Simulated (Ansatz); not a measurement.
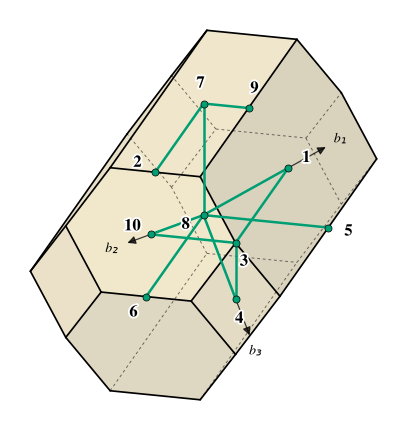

For RbNbBi, the end point of a relaxation with Ansatz, DFT, PAW plane waves, r2scan; the starting structure was generated, so it need not be a known form of this composition: the first Brillouin zone of a body-centred orthorhombic lattice (oI; extended symbol oI1) is drawn with its special points numbered. Geometry calculated from the standardised cell; symmetry tolerance 0.002 Å.

a = 3.859 Å, b = 9.050 Å, c = 13.202 Å, α = 90.00°, β = 90.00°, γ = 90.00°.

Labels and path follow the convention of Hinuma et al. (2017), as computed by seekpath; the arrows show the directions of the reciprocal primitive vectors b₁, b₂, b₃, in which coordinates are given.

Which special point is each number?

```csv
no.,label,coordinates
1,S,"(1/2, 0, 0)"
2,F₂,"(0.271, 0.729, −0.271)"
3,W,"(1/4, 1/4, 1/4)"
4,T,"(0, 0, 1/2)"
5,Y₀,"(0.367, −0.367, 0.367)"
6,Σ₀,"(−0.271, 0.271, 0.271)"
7,X,"(1/2, 1/2, −1/2)"
8,Γ,"(0, 0, 0)"
9,U₀,"(0.633, 0.367, −0.367)"
10,R,"(0, 1/2, 0)"
```
